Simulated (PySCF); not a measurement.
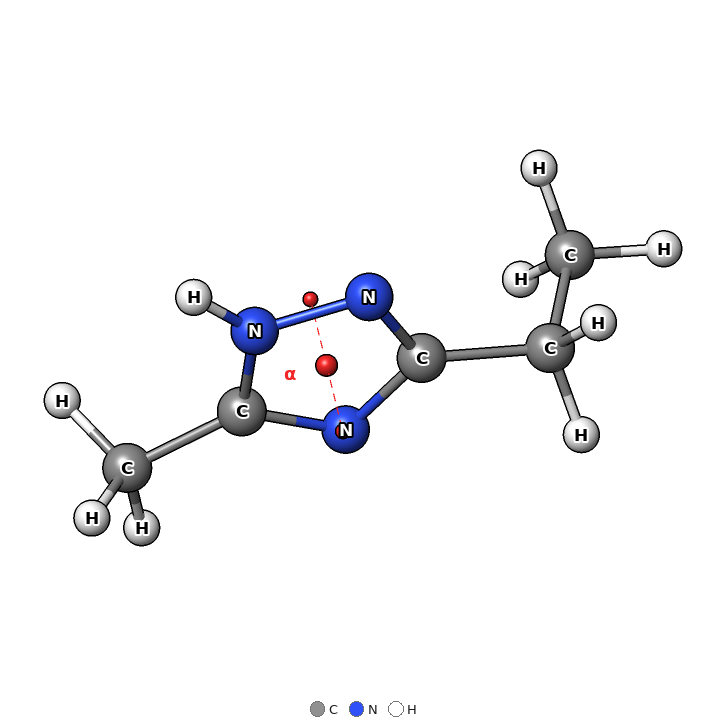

The small points mark where nucleus-independent chemical shifts (NICS) were computed: at the centre of each lettered ring and 1 Å above and below it. The computed structure is the end point of a GFN2-xTB optimisation. No frequency run is at hand to confirm it as a minimum. Method: GIAO PBE0/pcSseg-1 NMR shielding, non-relativistic, gas phase (PySCF 2.14.0).

Give NICS(0), NICS(1) and the out-of-plane component NICS(1)zz for each ring (means of the two sides).

```
ring  members  NICS(0)  NICS(1)  NICS(1)zz
   α     C2N3    −12.0    −11.3      −29.3
```

Values in ppm.

> What do the values say about the ring currents?

Ring α: diatropic, as in an aromatic ring. NICS is one index among several.
